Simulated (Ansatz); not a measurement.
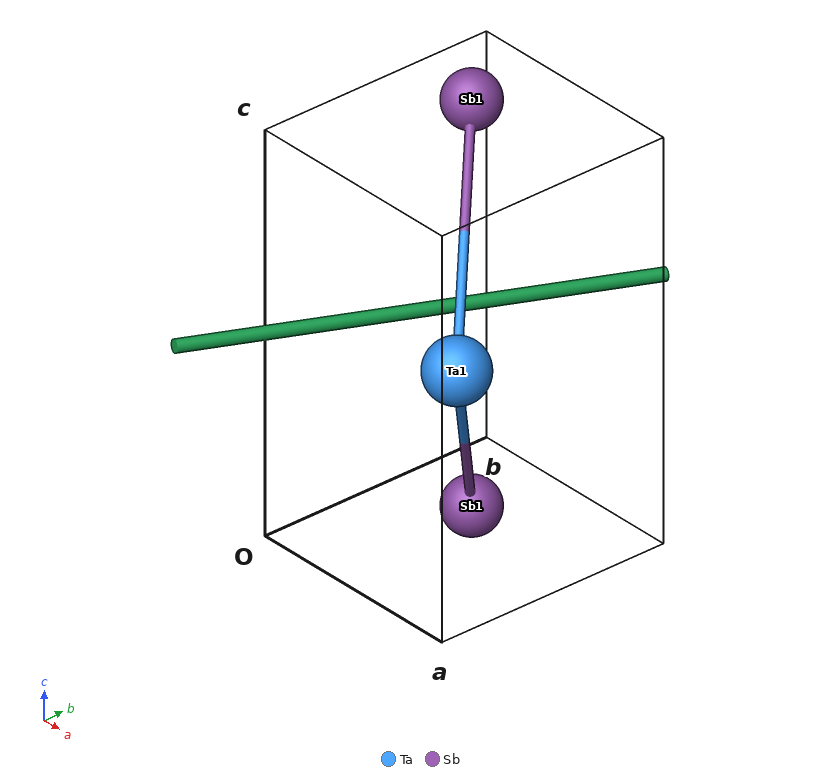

The coloured rod is the axis of a symmetry operation of the crystal. Crystal: TaSb, coordinates from a relaxation with Ansatz 0.2.0, DFT PBEsol, scalar-relativistic, plane waves, PAW; the starting structure was generated, so it need not be a known form of this composition. All values are computed from the atomic coordinates in the standard setting (tolerance 0.002 Å).

a = 3.543 Å, b = 3.543 Å, c = 3.774 Å, α = 90.00°, β = 90.00°, γ = 120.00°.

| atom | x | y | z |
| --- | --- | --- | --- |
| Ta1 | 0.6667 | 0.3333 | 0.5000 |
| Sb1 | 0.3333 | 0.6667 | 0.0000 |

Take the operation x, y, z → −x+y, y, −z+1.

What kind of operation is it, and where does it lie?

Answer. It is a 2-fold rotation, about the line along [1 2 0] through (0.300, 0.600, 1/2).

Onto which atom does it carry each atom (up to whole multiples of a, b and c)?

Answer. Ta1 → Ta1, Sb1 → Sb1.
